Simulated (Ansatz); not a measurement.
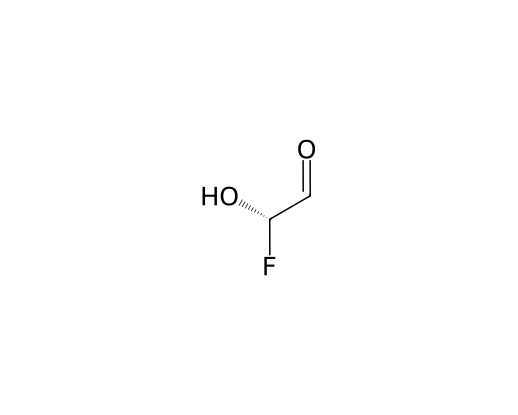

**Transcribe the drawing into SMILES.**

O=C[C@@H](O)F

**What is the molecular formula?**

C2H3FO2.

**An optimisation with PBE0-D4/def2-TZVP gave a structure of which point group?**

C1.

More results for the same structure follow; atom numbers are the same in all pictures, views and colours differ. The geometry was computed by an optimisation with PBE0-D4/def2-TZVP.

Geometry

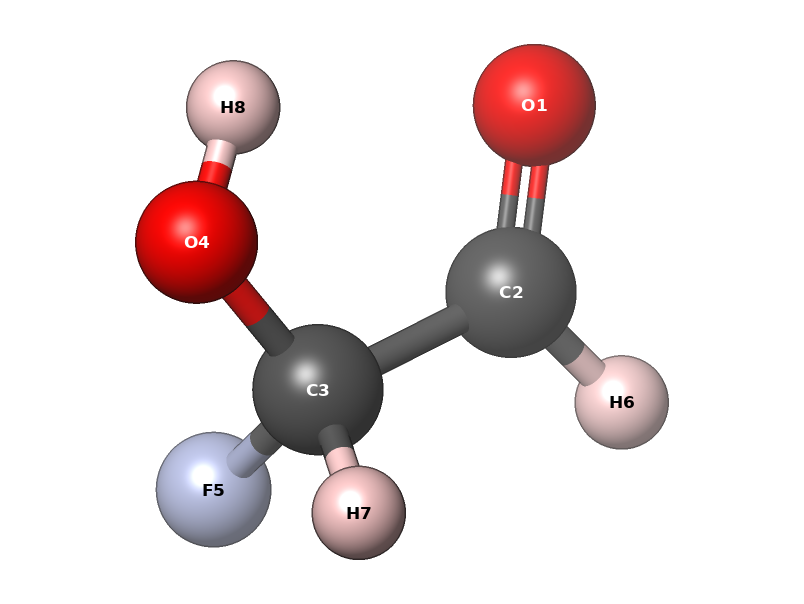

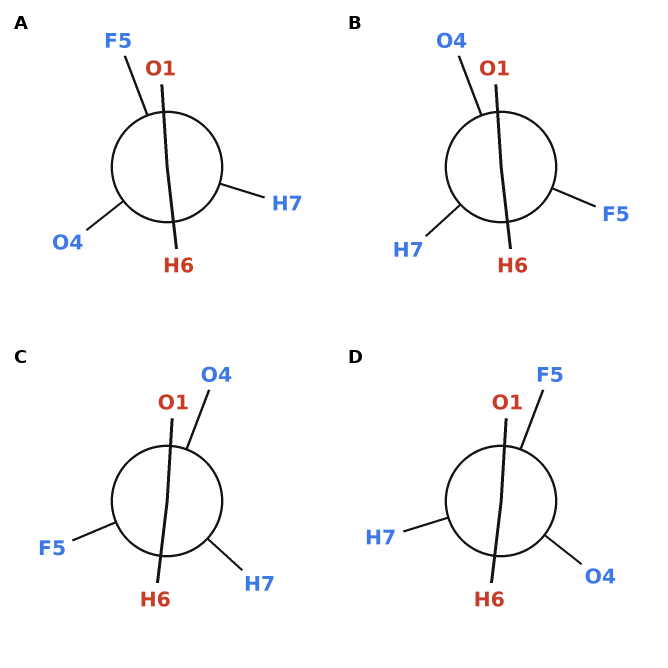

Distant atoms are faded towards the background colour. Bonds that would overlap in a projection are set slightly apart.

**Which Newman projection shows the view along C2–C3, with C2 in front?**

B. The torsion angle O1–C2–C3–F5 is 116°, anticlinal.

Electronic properties

Method: RKS r2SCAN0-D4/def2-TZVPP (Ansatz 0.2.0).

Predict the main results.

- HOMO energy (Kohn–Sham orbital): −8.69 eV
- LUMO energy (Kohn–Sham orbital): −1.70 eV
- HOMO–LUMO gap: 6.99 eV
- dispersion correction: −3.2 kJ/mol

Dipole moment

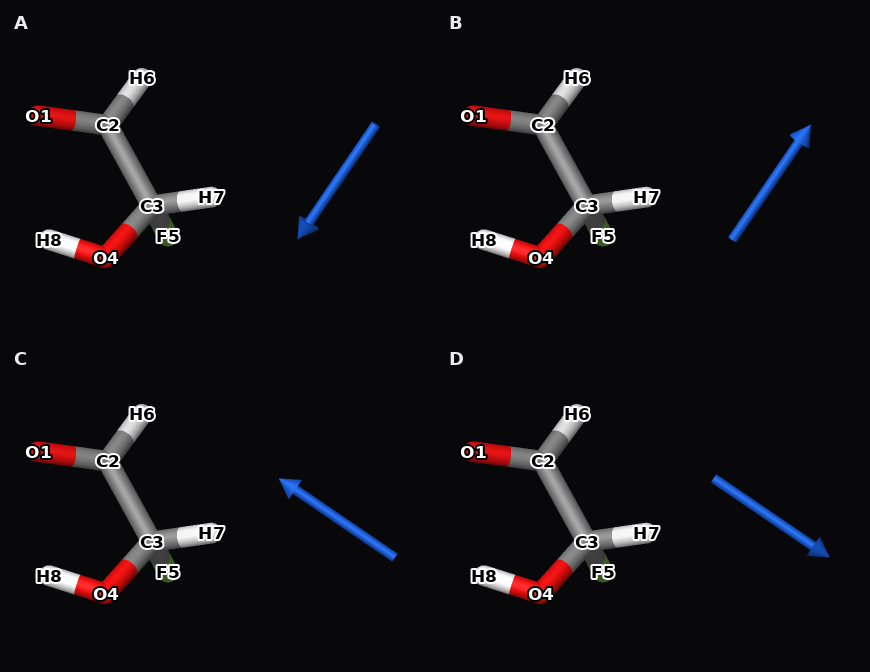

The same molecule four times, each with an arrow. Properties computed with RKS PBE-D4/def2-TZVPP (Ansatz 0.2.0).

**Which arrow points along the dipole moment, from the negative to the positive end?**

B. The dipole moment is 1.60 D; it points from the side of H8 to the side of H6 (the outermost atoms at the two ends).

Thermal motion

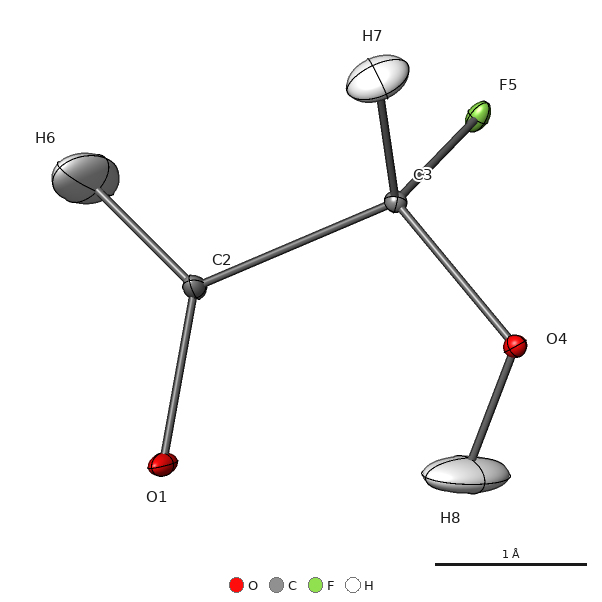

Displacement ellipsoids at the 50 % level, from the internal vibrations of the free molecule (harmonic, no overall translation or rotation; no half-axis is drawn under 0.075 Å). Vibrations computed with RKS PBE0-D4/def2-TZVP (Ansatz 0.2.0). Temperature: 298 K.

Give the displacement parameters, one line for each set of equivalent atoms.

| atom | U_eq (Å²) | rms amplitudes (Å) |
| --- | --- | --- |
| O1 | 0.0041 | 0.023, 0.052, 0.095 |
| C2 | 0.0032 | 0.032, 0.039, 0.084 |
| C3 | 0.0016 | 0.034, 0.036, 0.049 |
| O4 | 0.0018 | 0.028, 0.041, 0.056 |
| F5 | 0.0025 | 0.028, 0.031, 0.076 |
| H6 | 0.0350 | 0.079, 0.124, 0.289 |
| H7 | 0.0131 | 0.081, 0.111, 0.142 |
| H8 | 0.0236 | 0.075, 0.133, 0.218 |
